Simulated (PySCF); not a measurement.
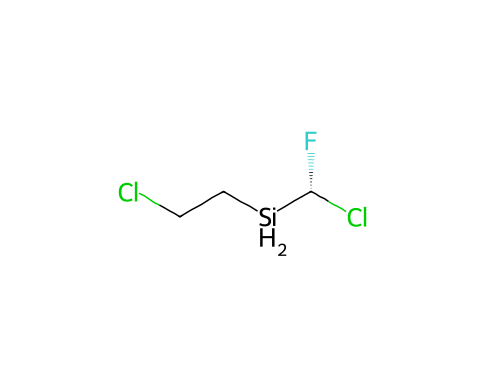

The computed structure is the end point of a GFN2-xTB optimisation. No frequency run is at hand to confirm it as a minimum. Properties computed with B3LYP/def2-SVPD, gas phase (PySCF 2.14.0). Excitations: vertical, linear response.

Computed properties:

The species is C3H7Cl2FSi (`F[C@H](Cl)[SiH2]CCCl`).
- dipole moment: 2.66 D
- HOMO energy (Kohn–Sham orbital): −8.00 eV
- LUMO energy (Kohn–Sham orbital): −0.25 eV
- HOMO–LUMO gap: 7.75 eV
- mean static polarisability: 92.3 bohr³
- lowest vertical singlet excitation: 6.64 eV
- its oscillator strength: 0.026
- brightest of the 8 lowest singlets: 7.53 eV
- its oscillator strength: 0.03

The geometry is semi-empirical. Around Si such bond lengths and angles can be off by a tenth of an ångström or more and by several degrees, and values that hang on the shape move with them.
